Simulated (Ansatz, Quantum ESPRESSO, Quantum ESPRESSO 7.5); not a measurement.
**2H-TiCl2, 1 layer in a field-effect set-up**

Wanted: induced charge and band edges of 2H-TiCl2, 1 layer beside a charged plate.

Calculated with Quantum ESPRESSO 7.5; plane-wave DFT, PBEsol, GBRV ultrasoft pseudopotentials (geometry by Ansatz 0.2.0 with PAW datasets; geometry under PBE).

## (1) The starting structure

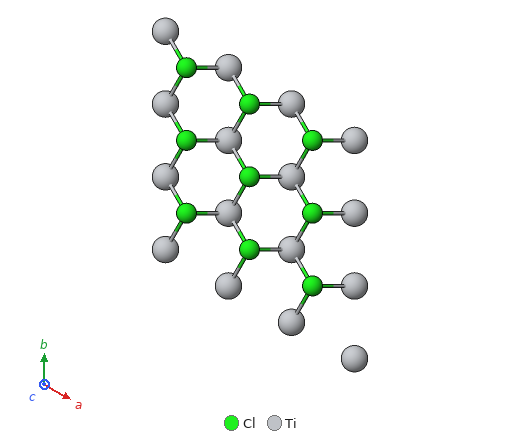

Start, viewed from above; chlorine green, titanium light grey. 3×3×1 cells are drawn. Bonds to atoms that aren't drawn are left out. Some periodic images of atoms are drawn too.

The cell holds 3 atoms: 2 Cl and 1 Ti. Cell: a = 3.377 Å, b = 3.377 Å, c = 25.319 Å, α = 90.0°, β = 90.0°, γ = 120.0°. It derives from TiCl2. Vacuum lies along c.

As a file:

```cif
data_structure
_symmetry_space_group_name_H-M 'P 1'
_symmetry_Int_Tables_number 1
_cell_length_a 3.3766
_cell_length_b 3.3766
_cell_length_c 25.3186
_cell_angle_alpha 90.000
_cell_angle_beta 90.000
_cell_angle_gamma 120.000
_cell_volume 249.99
loop_
_atom_site_label
_atom_site_type_symbol
_atom_site_fract_x
_atom_site_fract_y
_atom_site_fract_z
_atom_site_occupancy
Cl1 Cl 0.33333 0.66667 0.43446 1
Ti2 Ti 0.00000 0.00000 0.50000 1
Cl3 Cl 0.33333 0.66667 0.56554 1
```

This sheet is a model structure: its symmetry is held, and its stability is not tested here.

This run has no spin polarisation, although Ti can carry a moment. A spin-polarised state was not tried and may lie lower.

## (2) Relaxation with Ansatz

A relaxation in Ansatz fixes the structure of this slab for the runs on it.

input.yaml reads:

```yaml
crystal:
  lattice:
    - [3.37656, 0.0, 0.0]
    - [-1.68828, 2.9241867374, 0.0]
    - [0.0, 0.0, 25.3185624531]
  atoms:
    - { symbol: Cl, position: [0.3333333333, 0.6666666667, 0.4344638453] }
    - { symbol: Ti, position: [0.0, 0.0, 0.5] }
    - { symbol: Cl, position: [0.3333333333, 0.6666666667, 0.5655361547] }
kpoints:
  mp_grid: { grid: [12, 12, 1] }
hamiltonian:
  xc: pbe
scf:
  occupations: { method: fermi_dirac, width: 0.05 }
  convergence: { dr2_threshold: 1.0e-08 }
efield:
  axis: 3
  dipole_correction: true
  ramp_position: 0.97
  ramp_width: 0.04
relax:
  f_tol: 0.01
  cell: { fix: [c, alpha, beta] }
output:
  write_potential: true
  write_density: true
  volumetric_format: npy
```

Launch:

```console
$ ansatz run input.yaml --threads 4 --pin off --max-ram 8192MiB --backend cpu --events-out ev --progress --plain --runs-dir out
```

Numbers of over 12 decimals in the logs are rounded to 6 here.

Output:

```text
Warning: relax.cell: scf.convergence.dr2_threshold = 1e-8 eV is looser than the 3e-10 eV advised for a relaxation that steers and ends on the stress (1e-10 eV for each atom of the cell: 3). What an SCF threshold leaves in a stress goes as its square root, and in the free energy as the threshold itself, and one threshold admits the most on a small cell: [figures from the program's tests cut] Set scf.convergence.dr2_threshold to 3e-10 eV or tighter. The threshold is an SCF's pass mark: one that does not reach it within its budget of iterations ends unconverged, or closes short of it on a stop that the run arms, and scf.convergence.dr2_threshold's page says what that costs each kind of run
Engine: ansatz 0.2.0, aarch64-unknown-linux-gnu
Pseudopotentials: kind: paw
Pseudopotential: Cl, paw, valence charge 7, recommended cutoff 420 eV (normal), Cl.paw.azcp
Pseudopotential: Ti, paw, valence charge 12, recommended cutoff 420 eV (normal), Ti.paw.azcp
Functional definition: PBE
  parameter kappa = 0.804
  parameter beta = 0.066725
  exchange = pbe_x(kappa = kappa, mu = beta*pi^2/3)
  correlation = pbe_c(beta = beta)
Crystal: 3 atoms, lattice volume = 249.988 Å³
Basis set: ecut = 420 eV, 4921 PW (Γ), exchange–correlation on 48×48×360 points (8 copies of the dense FFT grid, shifted against one another)
Bands: 17, of which v1, the nominal top of the filled ones, is band 13 counted from 1 (12 counted from 0)
Symmetry: 6 space group operations
k-points: 19 of 144 (time reversal used)
Non-local potential: Cl, projectors of the file, l = 0: 2, l = 1: 2, l = 2: 2
Non-local potential: Ti, projectors of the file, l = 0: 3, l = 1: 2, l = 2: 3, l = 3: 1
PAW form: soft (Blöchl's): semilocal exchange-correlation on the pseudo side does not see the compensation charge
PAW one-centre angular grid: Cl, 110 points (default); XC on 64 Gauss nodes
PAW one-centre angular grid: Ti, 590 points (default); XC on 64 Gauss nodes
Initial density: superposition of atomic densities (neutral atoms: chi_scale 0, normalization atom), corrected by the library's trained network
Initial wavefunctions: pseudopotential atomic-orbital guess
Functional: x = pbe(κ = 0.804, μ = 0.219515), c = pbe(β = 0.066725)
SCF iter   1: F=—  HF=-4663.092706 eV  |F-HF|=—  |Δ(HF+E_count)|=         —  Δρ=2.12e-3  dr2=8.68e-3  ethr=1.77e-3  p=0.000 e·Å  D=2.94e-6 V/Å  ΔV_dip=-0.00 eV  dr2_dipole=4.83e-9  V_vac-E_F(+/−)=4.29/4.29 eV  ⟨swp⟩=8.0  Hψ=1993  notcnv=0
efield: sawtooth ramp at fractional position 0.9700 (set: `efield.ramp_position`, or a place that a band, a saddle search or an elastic batch's reference lends), width 0.0400; the density the first Hamiltonian is built on has a dipole p = 0.000 e·Å; the dipole correction subtracts the counter field D = 2.94e-6 V/Å, which shifts the + side's vacuum level by -0.00 eV against the − side's; the planar-averaged density in the ramp window peaks in size at 4.1e-6 e/Å³
preconditioner: auto → none  [insulator: Δε(μ)=0.781 eV  Ē_g=8.479 eV  σ=0.050 eV  W_gap=1.00  n_scr=14 (ndim 8)  ℏωp=10.0 eV  f_vac=0.729  D(μ)=0.00/eV (n_scr^D=0)  ε∞_Penn≈2.4]
SCF iter   2: F=—  HF=-4663.096314 eV  |F-HF|=—  |Δ(HF+E_count)|=   3.61e-3  Δρ=1.37e-3  dr2=7.70e-3  ethr=3.34e-5  p=-0.000 e·Å  D=-3.89e-5 V/Å  ΔV_dip=0.00 eV  dr2_dipole=3.30e-8  V_vac-E_F(+/−)=4.13/4.13 eV  ⟨swp⟩=2.0  Hψ=652  notcnv=0
SCF iter   3: F=—  HF=-4663.096202 eV  |F-HF|=—  |Δ(HF+E_count)|=   1.12e-4  Δρ=9.46e-4  dr2=3.16e-3  ethr=2.96e-5  p=0.000 e·Å  D=2.75e-5 V/Å  ΔV_dip=-0.00 eV  dr2_dipole=2.11e-8  V_vac-E_F(+/−)=4.26/4.26 eV  ⟨swp⟩=2.0  Hψ=532  notcnv=0
SCF iter   4: F=—  HF=-4663.096286 eV  |F-HF|=—  |Δ(HF+E_count)|=   8.40e-5  Δρ=4.28e-4  dr2=4.69e-4  ethr=1.22e-5  p=-0.000 e·Å  D=-3.71e-6 V/Å  ΔV_dip=0.00 eV  dr2_dipole=4.60e-10  V_vac-E_F(+/−)=4.22/4.22 eV  ⟨swp⟩=2.0  Hψ=342  notcnv=0
SCF iter   5: F=—  HF=-4663.096485 eV  |F-HF|=—  |Δ(HF+E_count)|=   1.99e-4  Δρ=1.13e-4  dr2=2.04e-5  ethr=1.80e-6  p=0.000 e·Å  D=4.43e-5 V/Å  ΔV_dip=-0.00 eV  dr2_dipole=5.01e-8  V_vac-E_F(+/−)=4.19/4.19 eV  ⟨swp⟩=2.0  Hψ=453  notcnv=0
SCF iter   6: F=—  HF=-4663.096494 eV  |F-HF|=—  |Δ(HF+E_count)|=   9.03e-6  Δρ=2.47e-5  dr2=1.27e-6  ethr=7.84e-8  p=-0.000 e·Å  D=-6.52e-5 V/Å  ΔV_dip=0.00 eV  dr2_dipole=1.12e-7  V_vac-E_F(+/−)=4.19/4.19 eV  ⟨swp⟩=2.2  Hψ=521  notcnv=0
SCF iter   7: F=—  HF=-4663.096446 eV  |F-HF|=—  |Δ(HF+E_count)|=   4.74e-5  Δρ=1.29e-5  dr2=1.78e-6  ethr=4.89e-9  p=0.000 e·Å  D=1.18e-4 V/Å  ΔV_dip=-0.00 eV  dr2_dipole=3.59e-7  V_vac-E_F(+/−)=4.19/4.19 eV  ⟨swp⟩=2.1  Hψ=536  notcnv=0
SCF iter   8: F=—  HF=-4663.096446 eV  |F-HF|=—  |Δ(HF+E_count)|=   2.34e-7  Δρ=3.08e-6  dr2=1.81e-8  ethr=4.89e-9  p=0.000 e·Å  D=6.67e-6 V/Å  ΔV_dip=-0.00 eV  dr2_dipole=7.16e-10  V_vac-E_F(+/−)=4.19/4.19 eV  ⟨swp⟩=2.0  Hψ=430  notcnv=0
SCF iter   9: F=-4663.096446 eV  HF=-4663.096446 eV  |F-HF|=1.09e-8  |Δ(HF+E_count)|=   8.80e-9  Δρ=7.93e-7  dr2=9.70e-10  ethr=3.85e-11  p=0.000 e·Å  D=1.62e-6 V/Å  ΔV_dip=-0.00 eV  dr2_dipole=4.39e-11  V_vac-E_F(+/−)=4.19/4.19 eV  ⟨swp⟩=9.3  Hψ=2147  notcnv=0
SCF 1 converged in 9 iterations: F = -4663.096446 eV  dr2 = 9.70e-10
  greatest PAW one-centre occupation: 0.999 electrons in one spin orbital (limit 2), on the Ti atom at site 1 (counted from 0), in its partial waves of l = 0
relax step   1: F+E_penalty+E_count = -4663.09644615 eV  Δ(F+E_penalty+E_count) = +0.000e0 eV  max|allowed force component| = 8.830e-1 eV/Å  Δτ_max = 0.0000 Å  P = -1.624 GPa  Ω = 249.988 Å³  fix = [c, alpha, beta]  reactions: c -1.878 GPa  (9 SCF iters, accepted)
Crystal: 3 atoms, lattice volume = 242.560 Å³
Basis set: ecut = 420 eV, 4813 PW (Γ), exchange–correlation on 48×48×360 points (8 copies of the dense FFT grid, shifted against one another)
Initial density: handed on by an earlier stage of this run
Initial wavefunctions: those handed on with the density
iter 1 solved again at ethr=6.93e-4 eV; its pass at ethr=3.10e-3 eV (dr2=1.80e-1 eV) is discarded
SCF iter   1: F=—  HF=-4663.261093 eV  |F-HF|=—  |Δ(HF+E_count)|=         —  Δρ=5.39e-3  dr2=1.88e-1  ethr=6.93e-4  p=0.000 e·Å  D=2.01e-6 V/Å  ΔV_dip=-0.00 eV  dr2_dipole=3.82e-12  V_vac-E_F(+/−)=4.24/4.24 eV  ⟨swp⟩=1.1  Hψ=2257  notcnv=0
[...]
SCF iter   2: F=—  HF=-4663.242189 eV  |F-HF|=—  |Δ(HF+E_count)|=   1.11e-3  Δρ=5.64e-4  dr2=5.23e-4  ethr=1.81e-5  p=-0.000 e·Å  D=-1.74e-6 V/Å  ΔV_dip=0.00 eV  dr2_dipole=1.23e-10  V_vac-E_F(+/−)=3.85/3.85 eV  ⟨swp⟩=2.2  Hψ=548  notcnv=0
SCF iter   3: F=—  HF=-4663.242097 eV  |F-HF|=—  |Δ(HF+E_count)|=   9.17e-5  Δρ=2.69e-4  dr2=8.72e-5  ethr=2.01e-6  p=0.000 e·Å  D=4.13e-6 V/Å  ΔV_dip=-0.00 eV  dr2_dipole=3.23e-10  V_vac-E_F(+/−)=3.86/3.86 eV  ⟨swp⟩=2.0  Hψ=456  notcnv=0
SCF iter   4: F=—  HF=-4663.242118 eV  |F-HF|=—  |Δ(HF+E_count)|=   2.11e-5  Δρ=2.12e-4  dr2=2.00e-4  ethr=3.36e-7  p=-0.000 e·Å  D=-1.43e-5 V/Å  ΔV_dip=0.00 eV  dr2_dipole=5.51e-9  V_vac-E_F(+/−)=3.84/3.84 eV  ⟨swp⟩=2.1  Hψ=553  notcnv=0
SCF iter   5: F=—  HF=-4663.242086 eV  |F-HF|=—  |Δ(HF+E_count)|=   3.21e-5  Δρ=4.74e-5  dr2=6.04e-6  ethr=3.36e-7  p=0.000 e·Å  D=1.67e-6 V/Å  ΔV_dip=-0.00 eV  dr2_dipole=3.25e-11  V_vac-E_F(+/−)=3.84/3.84 eV  ⟨swp⟩=2.0  Hψ=450  notcnv=0
SCF iter   6: F=—  HF=-4663.242036 eV  |F-HF|=—  |Δ(HF+E_count)|=   4.94e-5  Δρ=9.40e-6  dr2=3.04e-7  ethr=2.32e-8  p=-0.000 e·Å  D=-1.40e-5 V/Å  ΔV_dip=0.00 eV  dr2_dipole=5.13e-9  V_vac-E_F(+/−)=3.85/3.85 eV  ⟨swp⟩=2.3  Hψ=488  notcnv=0
SCF iter   7: F=—  HF=-4663.242037 eV  |F-HF|=—  |Δ(HF+E_count)|=   4.55e-8  Δρ=3.63e-6  dr2=1.96e-7  ethr=1.17e-9  p=0.000 e·Å  D=4.02e-5 V/Å  ΔV_dip=-0.00 eV  dr2_dipole=3.94e-8  V_vac-E_F(+/−)=3.85/3.85 eV  ⟨swp⟩=2.2  Hψ=538  notcnv=0
SCF iter   8: F=-4663.242036 eV  HF=-4663.242036 eV  |F-HF|=4.38e-9  |Δ(HF+E_count)|=   3.54e-8  Δρ=1.20e-6  dr2=5.08e-9  ethr=3.85e-11  p=-0.000 e·Å  D=-4.43e-6 V/Å  ΔV_dip=0.00 eV  dr2_dipole=6.41e-10  V_vac-E_F(+/−)=3.85/3.85 eV  ⟨swp⟩=8.3  Hψ=2367  notcnv=0
SCF 3 converged in 8 iterations: F = -4663.242036 eV  dr2 = 5.08e-9
relax step   3: F+E_penalty+E_count = -4663.24203647 eV  Δ(F+E_penalty+E_count) = -1.626e-2 eV  max|allowed force component| = 7.262e-3 eV/Å  Δτ_max = 0.0329 Å  P = -0.005 GPa  Ω = 235.427 Å³  energy of the carried Pulay correction = +1.453e-4 eV  fix = [c, alpha, beta]  reactions: c -0.016 GPa  (8 SCF iters, accepted)
Initial wavefunctions: pseudopotential atomic-orbital guess (no wavefunctions were taken with the density)
iter 1 solved again at ethr=1.16e-6 eV; its pass at ethr=3.10e-3 eV (dr2=3.02e-4 eV) is discarded
SCF iter   1: F=—  HF=-4663.241915 eV  |F-HF|=—  |Δ(HF+E_count)|=         —  Δρ=2.09e-5  dr2=1.32e-7  ethr=1.16e-6  p=-0.000 e·Å  D=-4.43e-6 V/Å  ΔV_dip=0.00 eV  dr2_dipole=6.38e-10  V_vac-E_F(+/−)=3.85/3.85 eV  ⟨swp⟩=3.6  Hψ=3065  notcnv=0
efield: sawtooth ramp at fractional position 0.9700 (set: `efield.ramp_position`, or a place that a band, a saddle search or an elastic batch's reference lends), width 0.0400; the density the first Hamiltonian is built on has a dipole p = -0.000 e·Å; the dipole correction subtracts the counter field D = -4.43e-6 V/Å, which shifts the + side's vacuum level by +0.00 eV against the − side's; the planar-averaged density in the ramp window peaks in size at 1.2e-6 e/Å³
eigensolver tolerance schedule: the retry pair's looser diagonalisation over-reported the residual by 2281.33 of it (diagonalisation noise at 5.84 of the residual, at the tolerance the schedule requests for it); recorded, not acted on — ethr = c·dr2/N_el stays at c = 1.0e-1
preconditioner: auto → none  [insulator: Δε(μ)=0.935 eV  Ē_g=9.091 eV  σ=0.050 eV  W_gap=1.00  n_scr=14 (ndim 8)  ℏωp=10.3 eV  f_vac=0.735  D(μ)=0.00/eV (n_scr^D=0)  ε∞_Penn≈2.3]
SCF iter   2: F=—  HF=-4663.241844 eV  |F-HF|=—  |Δ(HF+E_count)|=   7.06e-5  Δρ=1.03e-5  dr2=5.50e-8  ethr=5.08e-10  p=0.000 e·Å  D=1.12e-5 V/Å  ΔV_dip=-0.00 eV  dr2_dipole=2.86e-9  V_vac-E_F(+/−)=3.85/3.85 eV  ⟨swp⟩=3.7  Hψ=761  notcnv=0
SCF iter   3: F=—  HF=-4663.241844 eV  |F-HF|=—  |Δ(HF+E_count)|=   7.71e-8  Δρ=5.38e-6  dr2=2.03e-7  ethr=2.11e-10  p=-0.000 e·Å  D=-3.42e-5 V/Å  ΔV_dip=0.00 eV  dr2_dipole=3.02e-8  V_vac-E_F(+/−)=3.85/3.85 eV  ⟨swp⟩=2.6  Hψ=600  notcnv=0  recentre
SCF iter   4: F=-4663.241844 eV  HF=-4663.241844 eV  |F-HF|=2.57e-9  |Δ(HF+E_count)|=   3.08e-8  Δρ=1.34e-6  dr2=3.88e-9  ethr=3.85e-11  p=0.000 e·Å  D=5.25e-6 V/Å  ΔV_dip=-0.00 eV  dr2_dipole=5.79e-10  V_vac-E_F(+/−)=3.85/3.85 eV  ⟨swp⟩=8.6  Hψ=2488  notcnv=0
SCF 4 converged in 4 iterations: F = -4663.241844 eV  dr2 = 3.88e-9
relax step   4: F+E_penalty+E_count = -4663.24184404 eV  Δ(F+E_penalty+E_count) = +1.924e-4 eV  max|allowed force component| = 7.115e-3 eV/Å  Δτ_max = 0.0000 Å  P = -0.003 GPa  Ω = 235.427 Å³  fix = [c, alpha, beta]  reactions: c -0.015 GPa  stress off target by 2.65e-3 GPa on what of the cell is left free  SCF on the basis re-selected at this cell (its energy is not comparable with the rows above)  (4 SCF iters)
basis re-selected at this cell: Δ(F+E_penalty+E_count) = +1.924e-4 eV, ΔP = +0.001 GPa vs the last step (what re-selecting the basis moved, of the pressure what is left beyond the Pulay correction that the steps carried, after the strain that the cell walked since its last selection, with what the two solves' SCF thresholds leave and, on support functions, any second-order correction that the steps lacked; it is no m [...]
SCF converged after 4 iterations
Free energy (F): -4663.241844 eV
Harris-Foulkes:  -4663.241844 eV  (|F-HF|=2.57e-9)
Internal energy: -4663.241834 eV  (E = F + TS)
E sigma→0 (E₀):  -4663.241839 eV
Entropy (-TS):   -0.000010 eV (-0.003 meV/atom)
Fermi energy:    -0.638368 eV
Dipole field:    D = -0.000025 V/Å  (p = -0.000032 e·Å, saw-weighted, corrected)
Work function:   Φ+ = 3.8467 eV   Φ− = 3.8460 eV
Levels:          The Fermi level and band energies are counted from a zero that moves with the ramp; work functions are not
--- Per-component energies (eV) ---
  E_band       = -479.052591
  E_kinetic    = 596.322298
  E_local      = -20342.943915  (includes V_loc(G=0)·N_el)
  E_nonlocal   = 65.821830
  E_hartree    = 9866.769731
  E_xc         = -312.407573
  E_vxc        = -367.066545  (∫ρ·V_xc dr)
  E_paw        = -2366.358126  (= ΣΔE_a)
  E_vpaw       = -164.724568  (= ΣTr[D̂ρ^β])
  E_aug_tail   = 0.000298  (compensation charges beyond the density's cutoff)
  E_efield     = 0.000000  (sawtooth field / dipole correction)
  E_vefield    = 0.000162  (∫n·V_field dr)
  E_ewald      = 7829.553623
  E_smearing   = -0.000010  (= −TS)
  E_closure    = 0.000000  (closes the sum)
  Σ components = -4663.241844   (vs F -4663.241844, Δ=0.00e0)
--- Forces (eV/Å), atoms counted from 1 ---
  atom   1  Cl    -0.00000000    -0.00000000     0.00712135
  atom   2  Ti     0.00000000     0.00000000    -0.00001792
  atom   3  Cl    -0.00000000    -0.00000000    -0.00708410
  max |Σ_I F_I| component: 1.93e-5 eV/Å
--- Stress (GPa, compression-positive) ---
        0.002654       0.000000      -0.000000
        0.000000       0.002654       0.000000
       -0.000000       0.000000      -0.015252
  P = ⅓ Tr σ = -0.0033 GPa (-0.033 kbar)
--- Band table (eV; the first three rows and the last of 19) ---
  k-point 0: bands = [... 9 lower, -5.1488, -4.7646, -4.7646, -1.2386, -0.0414, -0.0414, 0.2288, 0.2288]
  k-point 1: bands = [... 9 lower, -5.1566, -4.9667, -4.8559, -1.2679, -0.0782, -0.0196, 0.2199, 0.3145]
  k-point 2: bands = [... 9 lower, -5.3910, -5.1821, -5.0868, -1.3995, -0.0761, 0.0616, 0.2738, 0.5223]
  k-point 18: bands = [... 9 lower, -6.9609, -6.6891, -5.6076, -1.0532, 0.1585, 0.7636, 1.0212, 1.4074]
--- Relaxed structure (3 steps of the walk, 3 accepted, 1 SCFs on fresh bases) ---
  F+E_penalty+E_count = -4663.24184404 eV   max|allowed force component| = 7.115e-3 eV/Å   (the final SCF, on the basis selected at the relaxed cell)
  cell:  # Å, volume = 235.4268 Å³
    - [3.276749, 0.0, 0]
    - [-1.638374, 2.837747, 0]
    - [0, 0, 25.3185624531]
  atoms:
    - { symbol: Cl, position: [0.333333, 0.666667, 0.437464] }
    - { symbol: Ti, position: [0, -2.878355989888597e-17, 0.500000] }
    - { symbol: Cl, position: [0.333333, 0.666667, 0.562536] }
```

Wall time 6.5 s (4 threads of Arm Neoverse V2, shared host); peak memory 0.5 GiB.

The steps of the relaxation:

```
step  energy less that of the first step (eV)  largest force component (eV/Å)  pressure (GPa)  volume (Å³)
   1                                   0.0000                          0.8830           -1.62       249.99
   2                                  -0.1293                          0.1971           -0.16       242.56
   3                                  -0.1456                          0.0073            0.00       235.43
  4*                                  -0.1454                          0.0071            0.00       235.43
```

Relaxation steps marked * repeat the geometry before them on a plane-wave basis chosen anew for their cell, so energy and pressure can jump there.

Forces are held to the 6 operations that the run works with; a distortion that breaks them can't arise in this run.

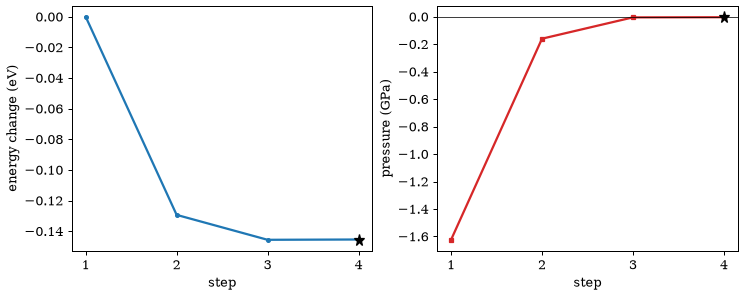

Energy and pressure along the relaxation. Stars mark steps on a basis chosen anew.

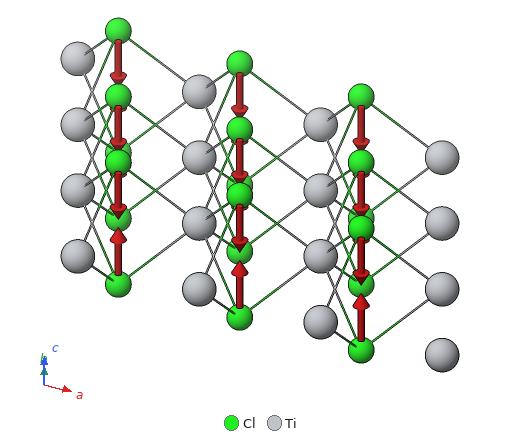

Displacements in the relaxation, exaggerated, measured against the changing cell; the longest in the cell stands for 0.08 Å. Bonds to atoms that aren't drawn are left out. 3×3×1 cells are drawn. Some periodic images of atoms are drawn too.

```
cell as run  before  after  change
      a (Å)   3.377  3.277  -3.0 %
      b (Å)   3.377  3.277  -3.0 %
```

The atoms that moved most (Å, along periodic axes as changes of fractional coordinates times the final cell, across vacuum about the mean position):

```
atom     dx     dy      dz  length
 Cl1  0.000  0.000   0.076   0.076
 Cl3  0.000  0.000  -0.076   0.076
```

Final coordinates:

```xyz
3
Lattice="3.2767 0.0000 0.0000 -1.6384 2.8377 0.0000 0.0000 0.0000 25.3186" Properties=species:S:1:pos:R:3
Cl    0.0000    1.8918   11.0760
Ti    0.0000    0.0000   12.6593
Cl    0.0000    1.8918   14.2426
```

Numbers from this step:

| Item | Value |
| --- | --- |
| free energy | -4663.2418 eV |
| Fermi energy | -0.6384 eV |
| gap by band count | 0.9355 eV |
| symmetry operations | 6 |
| dipole along the normal | -3.20e-5 e·Å |
| vacuum level at the upper face over a Fermi level inside the gap | 3.847 eV |
| vacuum level at the lower face over a Fermi level inside the gap | 3.846 eV |

[end of part 1 of 8]

[Logs are printed without paths, hosts, clocks, repeated set-up lines and the standing remarks that a program may print on its own settings, such as how far it seeks lower states.]

[Hosts, paths, dates, database ids (printed as entryN), source tags and the programs' standing remarks are cut or masked in the printed files.]

[Maps of the electrostatic potential energy from Ansatz leave out the sawtooth potential of an applied field or a dipole correction, so their vacuum need not be flat; planar profiles and work functions include it.]
